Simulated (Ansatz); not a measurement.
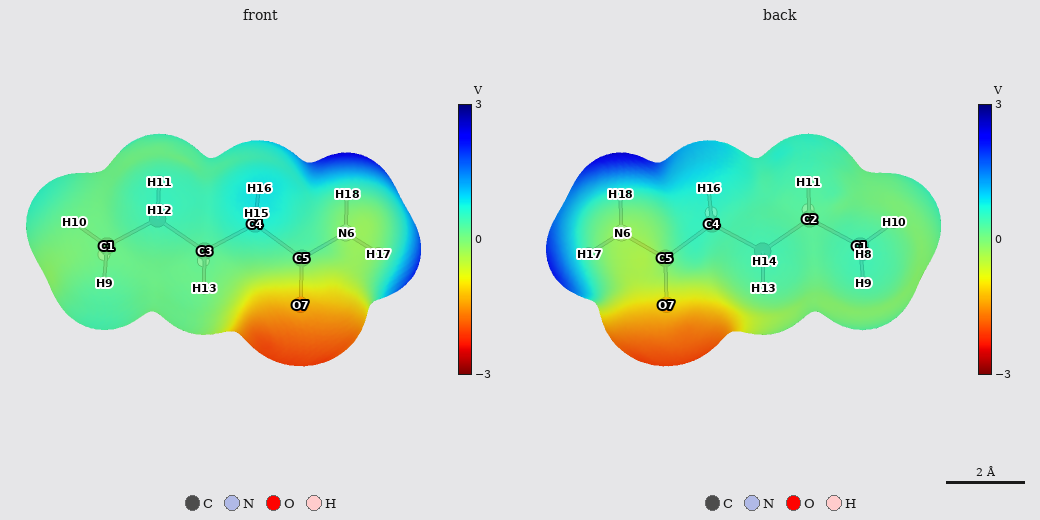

C5H11NO (SMILES CCCCC(N)=O). The electrostatic potential painted on the density surface at 0.002 e/bohr³, seen from the front and from behind; the colour scale runs from red (negative) to blue (positive).

Geometry: PBE0-D4/def2-TZVP.

Method: RKS PBE0-D4/def2-TZVPP (Ansatz 0.2.0).

Input

```
crystal:
  periodic: [false, false, false]
  atoms:
    - {symbol: C, position_ang: [2.049652, -1.513419, -1.328629]}
    - {symbol: C, position_ang: [0.973038, -1.310967, -0.276909]}
    - {symbol: C, position_ang: [0.349752, 0.073172, -0.334572]}
    - {symbol: C, position_ang: [-0.731719, 0.275385, 0.710020]}
    - {symbol: C, position_ang: [-1.249369, 1.698638, 0.747615]}
    - {symbol: N, position_ang: [-2.542426, 1.831146, 1.138820]}
    - {symbol: O, position_ang: [-0.559564, 2.657024, 0.471692]}
    - {symbol: H, position_ang: [1.643367, -1.389345, -2.336283]}
    - {symbol: H, position_ang: [2.856700, -0.785618, -1.208782]}
    - {symbol: H, position_ang: [2.488910, -2.511661, -1.267795]}
    - {symbol: H, position_ang: [0.192235, -2.071205, -0.399647]}
    - {symbol: H, position_ang: [1.397924, -1.473355, 0.720822]}
    - {symbol: H, position_ang: [1.115412, 0.840888, -0.195369]}
    - {symbol: H, position_ang: [-0.071912, 0.246709, -1.330958]}
    - {symbol: H, position_ang: [-0.327204, 0.062576, 1.707665]}
    - {symbol: H, position_ang: [-1.557417, -0.427715, 0.556834]}
    - {symbol: H, position_ang: [-2.919017, 2.757230, 1.242664]}
    - {symbol: H, position_ang: [-3.108364, 1.040517, 1.382811]}
basis:
  gaussian: {orbitals: def2-TZVPP}
hamiltonian: {xc: pbe0, dispersion: d4}
output: {orbitals: {seedname: orbitals}}
```

Command:

```sh
ansatz run in.yaml --threads 2 --pin off --events-out ev --progress --plain --max-ram 32768MiB --backend cuda --devices 0, --max-vram 18GiB
```

Where is the surface potential most negative and most positive?

The most negative region (about −2.1 V, or −48 kcal/mol for a unit charge) lies over O7, the most positive (about +2.4 V, or +55 kcal/mol for a unit charge) over H18. O7 is the likeliest acceptor of a hydrogen bond.
